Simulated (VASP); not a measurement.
Band structure of LiF (rock salt). Level of theory: PBE GGA, VASP's PBE PAW potentials (set 64) (plane waves; VASP).

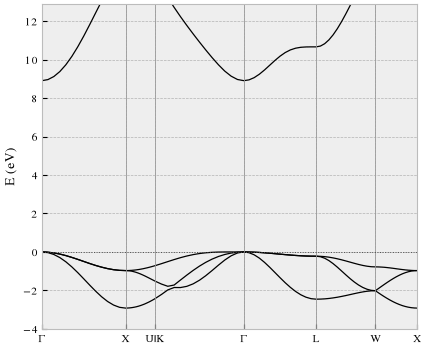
Fig. 1. Bands along high-symmetry lines, zero at the valence-band maximum or, without a gap, the Fermi level

**Question.** Read the plot: is there a gap, and where are the band edges?

**Answer.** The gap is direct, 8.91 eV, from the valence maximum at Γ to the conduction minimum at Γ. (Edges off the drawn lines would not show.)

Measured: gap 15.35 eV (computed value off by -6.44 eV), as given by Wei Chen et al., Physical Review Materials (2018), doi:10.1103/physrevmaterials.2.073803 [zero-point renormalisation of 1.15 eV added back (the table's ZPR column)].

The compound is LiF in the rock salt structure. It was relaxed first.
